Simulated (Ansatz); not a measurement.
The parent structure is As in the A7 type structure (space group R-3m, No. 166; a = 3.7611 Å, c = 10.7335 Å (hexagonal axes); layered). Axes: x lies along a and z along c of the hexagonal cell.

Structures relaxed with r2SCAN+rVV10 in Ansatz (plane waves to 500 eV, PAW, without spin-orbit coupling).

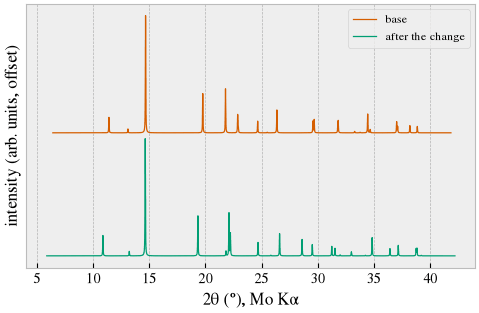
Figure. Simulated powder patterns before (top) and after one change

### Question
Which of these changes matches the shifts?
(A) uniaxial strain ε_yy = +4.43 %
(B) biaxial strain −1.38 %, plane normal [001], relaxed out of plane
(C) uniaxial strain ε_zz = −2.61 %
(D) isotropic strain −1.06 %

### Answer
B, biaxial strain −1.38 %, plane normal [001], relaxed out of plane. Its volume per atom is 22.36 Å³ against 21.91 Å³, and its space group is R-3m (No. 166).

No phonon test of stability was made.

Ansatz is a first-principles code.
